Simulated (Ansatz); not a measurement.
# Boron, bcc under PBEsol: structure, energy and stiffness, part 2 of 2

Aim: take boron in the bcc structure, relax it, solve it on a dense k-mesh, then scale the cell to 7 volumes from 88 to 112 % of the relaxed one and try a fit of the equation of state. Spin polarisation is left out. The k-meshes are 18×18×18 for the relaxation; 31×31×31 for the dense run; 21×21×21 for the volumes.

Ansatz 0.2.0; DFT, PBEsol, plane waves (420 eV) with PAW, scalar-relativistic.

### Step 4. At 88 % of the relaxed volume

Input file input.yaml:

```yaml
crystal:
  lattice:
    - [-1.1011401884, 1.1011401884, 1.1011401884]
    - [1.1011401884, -1.1011401884, 1.1011401884]
    - [1.1011401884, 1.1011401884, -1.1011401884]
  atoms:
    - { symbol: B, position: [0.0, 0.0, 0.0] }
hamiltonian:
  xc: pbesol
  pseudopotentials:
    kind: paw
    azcp:
      B: "pseudopotentials/B.paw.azcp"
basis:
  ecutwfc: 420
  fft_grid_basis: typed
kpoints:
  mp_grid: { grid: [21, 21, 21], shift: [0, 0, 0] }
magnetization:
  spin_polarized: false
scf:
  occupations: { method: fermi_dirac, width: 0.1 }
  lower_state_search: "off"
output:
  stress: true
```

Output (excerpt; [...] marks lines left out):

```text
Warning: <dir> the record states the generating functional pbe (its physics header spells it `PBE`), which answers neither for hamiltonian.xc's functional nor for the pbesol family's — results may be inconsistent (PPs are generated against a specific XC)
Warning: RAYON_NUM_THREADS=2 ignored (pool sized by the plan → 2); use --threads N
[...]
Pseudopotentials: kind: paw
Pseudopotential: B, paw, valence charge 3, recommended cutoff 420 eV (normal), <dir>
Functional definition: PBEsol
[...]
Crystal: 1 atoms, lattice volume = 5.341 Å³
Basis set: ecut = 420 eV, 87 PW (Γ)
Bands: 6, of which v1, the nominal top of the filled ones, is band 2 counted from 1 (1 counted from 0)
Symmetry: 48 space group operations
Space group: Im-3m (ITA 229), of the structure as read, at distance tolerance 1.7e-5 Å
k-points: 286 of 9261
[...]
SCF iter   1: F=—  HF=-150.943029 eV  |F-HF|=—  |Δ(HF+E_count)|=         —  Δρ=3.41e-3  dr2=2.66e-4  ethr=1.77e-3  ⟨swp⟩=4.5  Hψ=12797  notcnv=0
[...]
SCF iter   6: F=-150.942923 eV  HF=-150.942923 eV  |F-HF|=8.53e-14  |Δ(HF+E_count)|=  3.21e-12  Δρ=4.23e-8  dr2=2.03e-14  ethr=1.00e-12  ⟨swp⟩=1.0  Hψ=4092  notcnv=0
[...]
SCF converged after 6 iterations
Free energy (F): -150.942923 eV
[...]
E sigma→0 (E₀):  -150.939829 eV
Entropy (-TS):   -0.006188 eV (-6.188 meV/atom)
Fermi energy:    16.038209 eV
[...]
--- Stress (GPa, compression-positive) ---
       39.161614       0.000000      -0.000000
       -0.000000      39.161614      -0.000000
        0.000000       0.000000      39.161614
  P = ⅓ Tr σ = 39.1616 GPa (391.616 kbar)
```

It took 1.2 s on 2 threads of an Arm CPU, shared host; peak memory 0.24 GiB.

### Step 5. At 92 % of the relaxed volume

Changes to input.yaml since step 4:

```diff
@@ -2,5 +2,5 @@
   lattice:
-    - [-1.1011401884, 1.1011401884, 1.1011401884]
-    - [1.1011401884, -1.1011401884, 1.1011401884]
-    - [1.1011401884, 1.1011401884, -1.1011401884]
+    - [-1.1175775399, 1.1175775399, 1.1175775399]
+    - [1.1175775399, -1.1175775399, 1.1175775399]
+    - [1.1175775399, 1.1175775399, -1.1175775399]
   atoms:
```

Output (excerpt; [...] marks lines left out):

```text
Warning: <dir> the record states the generating functional pbe (its physics header spells it `PBE`), which answers neither for hamiltonian.xc's functional nor for the pbesol family's — results may be inconsistent (PPs are generated against a specific XC)
Warning: RAYON_NUM_THREADS=2 ignored (pool sized by the plan → 2); use --threads N
[...]
[... 3 set-up lines as earlier in the session ...]
[...]
Crystal: 1 atoms, lattice volume = 5.583 Å³
Basis set: ecut = 420 eV, 87 PW (Γ)
Bands: 6, of which v1, the nominal top of the filled ones, is band 2 counted from 1 (1 counted from 0)
[... 2 set-up lines as earlier in the session ...]
k-points: 286 of 9261
[...]
SCF iter   1: F=—  HF=-150.990085 eV  |F-HF|=—  |Δ(HF+E_count)|=         —  Δρ=3.92e-3  dr2=4.07e-4  ethr=1.77e-3  ⟨swp⟩=4.4  Hψ=12742  notcnv=0
[...]
SCF iter   6: F=-150.989930 eV  HF=-150.989930 eV  |F-HF|=2.84e-14  |Δ(HF+E_count)|=  1.76e-12  Δρ=5.35e-8  dr2=4.65e-14  ethr=1.00e-12  ⟨swp⟩=1.0  Hψ=4107  notcnv=0
[...]
SCF converged after 6 iterations
Free energy (F): -150.989930 eV
[...]
E sigma→0 (E₀):  -150.986633 eV
Entropy (-TS):   -0.006593 eV (-6.593 meV/atom)
Fermi energy:    15.270890 eV
[...]
--- Stress (GPa, compression-positive) ---
       23.404479      -0.000000      -0.000000
       -0.000000      23.404479       0.000000
       -0.000000      -0.000000      23.404479
  P = ⅓ Tr σ = 23.4045 GPa (234.045 kbar)
```

Run time: 0.64 s. Hardware: 2 threads of an Arm CPU, shared host; peak memory 0.24 GiB.

### Step 6. At 96 % of the relaxed volume

Changes to input.yaml since step 5:

```diff
@@ -2,5 +2,5 @@
   lattice:
-    - [-1.1175775399, 1.1175775399, 1.1175775399]
-    - [1.1175775399, -1.1175775399, 1.1175775399]
-    - [1.1175775399, 1.1175775399, -1.1175775399]
+    - [-1.1335450906, 1.1335450906, 1.1335450906]
+    - [1.1335450906, -1.1335450906, 1.1335450906]
+    - [1.1335450906, 1.1335450906, -1.1335450906]
   atoms:
```

Output (excerpt; [...] marks lines left out):

```text
Warning: <dir> the record states the generating functional pbe (its physics header spells it `PBE`), which answers neither for hamiltonian.xc's functional nor for the pbesol family's — results may be inconsistent (PPs are generated against a specific XC)
Warning: RAYON_NUM_THREADS=2 ignored (pool sized by the plan → 2); use --threads N
[...]
[... 3 set-up lines as earlier in the session ...]
[...]
Crystal: 1 atoms, lattice volume = 5.826 Å³
Basis set: ecut = 420 eV, 135 PW (Γ)
Bands: 6, of which v1, the nominal top of the filled ones, is band 2 counted from 1 (1 counted from 0)
[... 2 set-up lines as earlier in the session ...]
k-points: 286 of 9261
[...]
SCF iter   1: F=—  HF=-151.015481 eV  |F-HF|=—  |Δ(HF+E_count)|=         —  Δρ=4.37e-3  dr2=5.63e-4  ethr=1.77e-3  ⟨swp⟩=4.5  Hψ=12717  notcnv=0
[...]
SCF iter   6: F=-151.015264 eV  HF=-151.015264 eV  |F-HF|=5.68e-14  |Δ(HF+E_count)|=  3.75e-12  Δρ=8.91e-8  dr2=1.63e-13  ethr=1.81e-12  ⟨swp⟩=1.0  Hψ=4291  notcnv=0
[...]
SCF converged after 6 iterations
Free energy (F): -151.015264 eV
[...]
E sigma→0 (E₀):  -151.011787 eV
Entropy (-TS):   -0.006954 eV (-6.954 meV/atom)
Fermi energy:    14.559580 eV
[...]
--- Stress (GPa, compression-positive) ---
       10.460828      -0.000000       0.000000
       -0.000000      10.460828       0.000000
       -0.000000       0.000000      10.460828
  P = ⅓ Tr σ = 10.4608 GPa (104.608 kbar)
```

Wall time 0.64 s (2 threads of an Arm CPU, shared host); peak memory 0.24 GiB.

### Step 7. At 100 % of the relaxed volume

Changes to input.yaml since step 6:

```diff
@@ -2,5 +2,5 @@
   lattice:
-    - [-1.1335450906, 1.1335450906, 1.1335450906]
-    - [1.1335450906, -1.1335450906, 1.1335450906]
-    - [1.1335450906, 1.1335450906, -1.1335450906]
+    - [-1.1490750354, 1.1490750354, 1.1490750354]
+    - [1.1490750354, -1.1490750354, 1.1490750354]
+    - [1.1490750354, 1.1490750354, -1.1490750354]
   atoms:
```

Output (excerpt; [...] marks lines left out):

```text
Warning: <dir> the record states the generating functional pbe (its physics header spells it `PBE`), which answers neither for hamiltonian.xc's functional nor for the pbesol family's — results may be inconsistent (PPs are generated against a specific XC)
Warning: RAYON_NUM_THREADS=2 ignored (pool sized by the plan → 2); use --threads N
[...]
[... 3 set-up lines as earlier in the session ...]
[...]
Crystal: 1 atoms, lattice volume = 6.069 Å³
Basis set: ecut = 420 eV, 135 PW (Γ)
Bands: 6, of which v1, the nominal top of the filled ones, is band 2 counted from 1 (1 counted from 0)
[... 2 set-up lines as earlier in the session ...]
k-points: 286 of 9261
[...]
SCF iter   1: F=—  HF=-151.023081 eV  |F-HF|=—  |Δ(HF+E_count)|=         —  Δρ=4.72e-3  dr2=7.21e-4  ethr=1.77e-3  ⟨swp⟩=4.5  Hψ=12750  notcnv=0
[...]
SCF iter   6: F=-151.022801 eV  HF=-151.022801 eV  |F-HF|=0.00e0  |Δ(HF+E_count)|=  3.41e-13  Δρ=1.12e-7  dr2=2.91e-13  ethr=3.19e-12  ⟨swp⟩=1.0  Hψ=4296  notcnv=0
[...]
SCF converged after 6 iterations
Free energy (F): -151.022801 eV
[...]
E sigma→0 (E₀):  -151.019093 eV
Entropy (-TS):   -0.007417 eV (-7.417 meV/atom)
Fermi energy:    13.895821 eV
[...]
--- Stress (GPa, compression-positive) ---
       -0.148319       0.000000      -0.000000
       -0.000000      -0.148319       0.000000
       -0.000000       0.000000      -0.148319
  P = ⅓ Tr σ = -0.1483 GPa (-1.483 kbar)
```

Run time: 0.63 s. Hardware: 2 threads of an Arm CPU, shared host; peak memory 0.24 GiB.

### Step 8. At 104 % of the relaxed volume

Changes to input.yaml since step 7:

```diff
@@ -2,5 +2,5 @@
   lattice:
-    - [-1.1490750354, 1.1490750354, 1.1490750354]
-    - [1.1490750354, -1.1490750354, 1.1490750354]
-    - [1.1490750354, 1.1490750354, -1.1490750354]
+    - [-1.1641961778, 1.1641961778, 1.1641961778]
+    - [1.1641961778, -1.1641961778, 1.1641961778]
+    - [1.1641961778, 1.1641961778, -1.1641961778]
   atoms:
```

Output (excerpt; [...] marks lines left out):

```text
Warning: <dir> the record states the generating functional pbe (its physics header spells it `PBE`), which answers neither for hamiltonian.xc's functional nor for the pbesol family's — results may be inconsistent (PPs are generated against a specific XC)
Warning: RAYON_NUM_THREADS=2 ignored (pool sized by the plan → 2); use --threads N
[...]
[... 3 set-up lines as earlier in the session ...]
[...]
Crystal: 1 atoms, lattice volume = 6.312 Å³
Basis set: ecut = 420 eV, 135 PW (Γ)
Bands: 6, of which v1, the nominal top of the filled ones, is band 2 counted from 1 (1 counted from 0)
[... 2 set-up lines as earlier in the session ...]
k-points: 286 of 9261
[...]
SCF iter   1: F=—  HF=-151.016202 eV  |F-HF|=—  |Δ(HF+E_count)|=         —  Δρ=4.93e-3  dr2=8.52e-4  ethr=1.77e-3  ⟨swp⟩=4.4  Hψ=12706  notcnv=0
[...]
SCF iter   6: F=-151.015866 eV  HF=-151.015866 eV  |F-HF|=2.84e-14  |Δ(HF+E_count)|=  1.50e-11  Δρ=1.27e-7  dr2=4.02e-13  ethr=4.53e-12  ⟨swp⟩=1.0  Hψ=4298  notcnv=0
[...]
SCF converged after 6 iterations
Free energy (F): -151.015866 eV
[...]
E sigma→0 (E₀):  -151.011756 eV
Entropy (-TS):   -0.008219 eV (-8.219 meV/atom)
Fermi energy:    13.268239 eV
[...]
--- Stress (GPa, compression-positive) ---
       -8.695048       0.000000       0.000000
        0.000000      -8.695048       0.000000
       -0.000000      -0.000000      -8.695048
  P = ⅓ Tr σ = -8.6950 GPa (-86.950 kbar)
```

It took 0.65 s on 2 threads of an Arm CPU, shared host; peak memory 0.24 GiB.

### Step 9. At 108 % of the relaxed volume

Changes to input.yaml since step 8:

```diff
@@ -2,5 +2,5 @@
   lattice:
-    - [-1.1641961778, 1.1641961778, 1.1641961778]
-    - [1.1641961778, -1.1641961778, 1.1641961778]
-    - [1.1641961778, 1.1641961778, -1.1641961778]
+    - [-1.1789344029, 1.1789344029, 1.1789344029]
+    - [1.1789344029, -1.1789344029, 1.1789344029]
+    - [1.1789344029, 1.1789344029, -1.1789344029]
   atoms:
```

Output (excerpt; [...] marks lines left out):

```text
Warning: <dir> the record states the generating functional pbe (its physics header spells it `PBE`), which answers neither for hamiltonian.xc's functional nor for the pbesol family's — results may be inconsistent (PPs are generated against a specific XC)
Warning: RAYON_NUM_THREADS=2 ignored (pool sized by the plan → 2); use --threads N
[...]
[... 3 set-up lines as earlier in the session ...]
[...]
Crystal: 1 atoms, lattice volume = 6.554 Å³
Basis set: ecut = 420 eV, 135 PW (Γ)
Bands: 6, of which v1, the nominal top of the filled ones, is band 2 counted from 1 (1 counted from 0)
[... 2 set-up lines as earlier in the session ...]
k-points: 286 of 9261
[...]
SCF iter   1: F=—  HF=-150.997757 eV  |F-HF|=—  |Δ(HF+E_count)|=         —  Δρ=4.98e-3  dr2=9.34e-4  ethr=1.77e-3  ⟨swp⟩=4.4  Hψ=12705  notcnv=0
[...]
SCF iter   6: F=-150.997387 eV  HF=-150.997387 eV  |F-HF|=5.68e-14  |Δ(HF+E_count)|=  2.12e-11  Δρ=1.31e-7  dr2=4.57e-13  ethr=5.22e-12  ⟨swp⟩=1.0  Hψ=4342  notcnv=0
[...]
SCF converged after 6 iterations
Free energy (F): -150.997387 eV
[...]
E sigma→0 (E₀):  -150.992775 eV
Entropy (-TS):   -0.009223 eV (-9.223 meV/atom)
Fermi energy:    12.666396 eV
[...]
--- Stress (GPa, compression-positive) ---
      -15.411920       0.000000      -0.000000
       -0.000000     -15.411920      -0.000000
       -0.000000      -0.000000     -15.411920
  P = ⅓ Tr σ = -15.4119 GPa (-154.119 kbar)
```

Run time: 0.65 s. Hardware: 2 threads of an Arm CPU, shared host; peak memory 0.24 GiB.

### Step 10. At 112 % of the relaxed volume

Changes to input.yaml since step 9:

```diff
@@ -2,5 +2,5 @@
   lattice:
-    - [-1.1789344029, 1.1789344029, 1.1789344029]
-    - [1.1789344029, -1.1789344029, 1.1789344029]
-    - [1.1789344029, 1.1789344029, -1.1789344029]
+    - [-1.1933130688, 1.1933130688, 1.1933130688]
+    - [1.1933130688, -1.1933130688, 1.1933130688]
+    - [1.1933130688, 1.1933130688, -1.1933130688]
   atoms:
```

Output (excerpt; [...] marks lines left out):

```text
Warning: <dir> the record states the generating functional pbe (its physics header spells it `PBE`), which answers neither for hamiltonian.xc's functional nor for the pbesol family's — results may be inconsistent (PPs are generated against a specific XC)
Warning: RAYON_NUM_THREADS=2 ignored (pool sized by the plan → 2); use --threads N
[...]
[... 3 set-up lines as earlier in the session ...]
[...]
Crystal: 1 atoms, lattice volume = 6.797 Å³
Basis set: ecut = 420 eV, 135 PW (Γ)
Bands: 6, of which v1, the nominal top of the filled ones, is band 2 counted from 1 (1 counted from 0)
[... 2 set-up lines as earlier in the session ...]
k-points: 286 of 9261
[...]
SCF iter   1: F=—  HF=-150.970274 eV  |F-HF|=—  |Δ(HF+E_count)|=         —  Δρ=4.90e-3  dr2=9.68e-4  ethr=1.77e-3  ⟨swp⟩=4.4  Hψ=12653  notcnv=0
[...]
SCF iter   6: F=-150.969877 eV  HF=-150.969877 eV  |F-HF|=5.68e-14  |Δ(HF+E_count)|=  2.47e-11  Δρ=1.40e-7  dr2=5.70e-13  ethr=6.13e-12  ⟨swp⟩=1.0  Hψ=4367  notcnv=0
[...]
SCF converged after 6 iterations
Free energy (F): -150.969877 eV
[...]
E sigma→0 (E₀):  -150.964897 eV
Entropy (-TS):   -0.009960 eV (-9.960 meV/atom)
Fermi energy:    12.090352 eV
[...]
--- Stress (GPa, compression-positive) ---
      -20.714417       0.000000       0.000000
       -0.000000     -20.714417      -0.000000
       -0.000000      -0.000000     -20.714417
  P = ⅓ Tr σ = -20.7144 GPa (-207.144 kbar)
```

Wall time 0.66 s (2 threads of an Arm CPU, shared host); peak memory 0.25 GiB.

### Step 11. The equation of state

The cell was scaled evenly, with its shape and the fractional positions fixed.

| V (Å³/atom) | E − E₀ (meV/atom) | P from the stress (GPa) | P from the fit (GPa) |
| --- | --- | --- | --- |
| 5.341 | 79.1 | 39.16 | 39.44 |
| 5.583 | 32.3 | 23.40 | 23.22 |
| 5.826 | 7.2 | 10.46 | 10.19 |
| 6.069 | -0.2 | -0.15 | -0.33 |
| 6.312 | 7.2 | -8.70 | -8.83 |
| 6.554 | 26.2 | -15.41 | -15.71 |
| 6.797 | 54.0 | -20.71 | -21.28 |

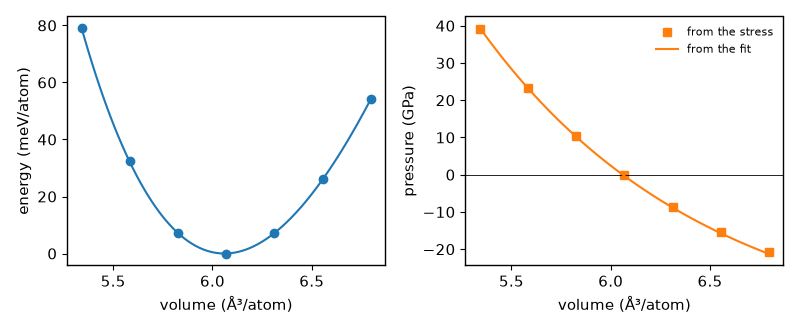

Energy and pressure against volume; the lines are the Birch-Murnaghan fit.

A third-order Birch-Murnaghan fit gives V₀ = 6.060 Å³/atom, B₀ = 237 GPa and B₀′ = 4.3; it misses no point by more than 0.20 meV/atom.

The fit is made to E(σ → 0), while the stress belongs to the free energy F; that is one source of the offset between the two pressures.

### Step 12. What came out

The summary covers parts 1 to 2.

| quantity | value |
| --- | --- |
| space group (spins left aside) | Im-3m (No. 229) |
| conventional cell | a = 2.298 Å |
| volume | 6.069 Å³/atom |
| shortest distance | 1.990 Å |
| gap on the mesh | none (levels filled in part) |
| relative to alpha-rhombohedral (B12) | +1648 meV/atom |
| highest ELF outside the cores | 0.64, 1.00 Å from the nearest atom |
| V₀, B₀, B₀′ | 6.060 Å³/atom, 237 GPa, 4.3 |

What this shows: The relaxation shrank the cell by 7.4 % in volume. Against the reference form of boron (alpha-rhombohedral (B12), computed apart with the same settings) it stands 1648 meV/atom higher, so it is far from stable. Levels at the Fermi energy are filled in part, as in a metal. The fitted modulus is 237 GPa. The symmetry was held, so the structure may be unstable against distortions that break it.
